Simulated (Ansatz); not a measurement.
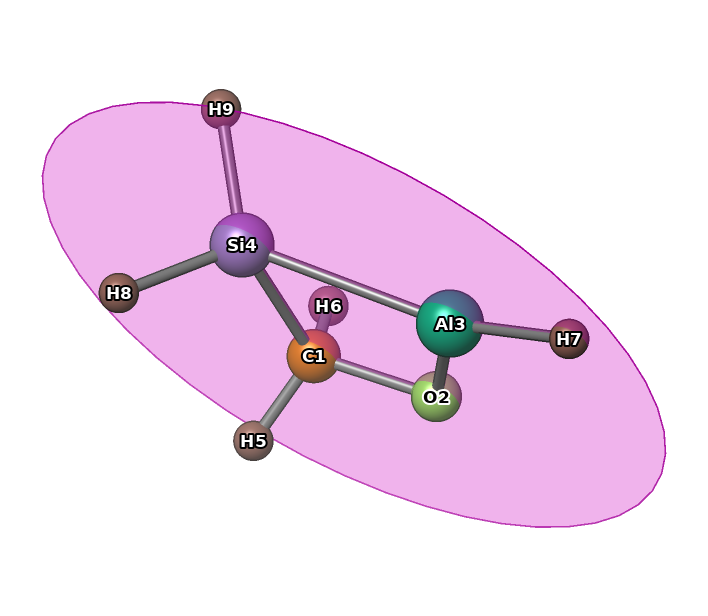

A disc through the centre of mass is drawn in. Atoms fade into the background with distance from the viewer. The geometry was computed by an optimisation with PBE0-D4/def2-TZVP.

Question: Is the plane of the disc a mirror plane of the structure?

Answer: Yes. The reflection leaves C1, O2, Al3, Si4, H7 in place and moves H5 ↔ H6; H8 ↔ H9. The point group is Cs.
